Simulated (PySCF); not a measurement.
Vertical excitations of a molecule CH₇FOSi₂ from TDA-M06-2X/def2-SVPD run with PySCF 2.14.0, as energy in eV (oscillator strength): 6.36 (0.033), 6.98 (0.002), 7.32 (0.050), 7.59 (0.118), 7.71 (0.045), 7.76 (0.016), 8.12 (0.193), 8.17 (0.017), 8.30 (0.017), 8.38 (0.086). Lowest triplet (TDA): 5.81 eV. Geometry optimised at r2SCAN-D4/def2-SVP. One conformer was computed; it need not be the lowest.

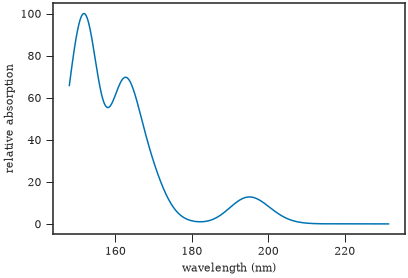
Fig. 1. The lines broadened by 0.4 eV.

Problem. Pick the molecule that these values belong to.
A. F[SiH2]CO[SiH3]
B. O[SiH2][SiH2]CF
C. C[Si@@H](O)[SiH2]F
D. C[Si@@H](F)O[SiH3]

Solution. B, O[SiH2][SiH2]CF
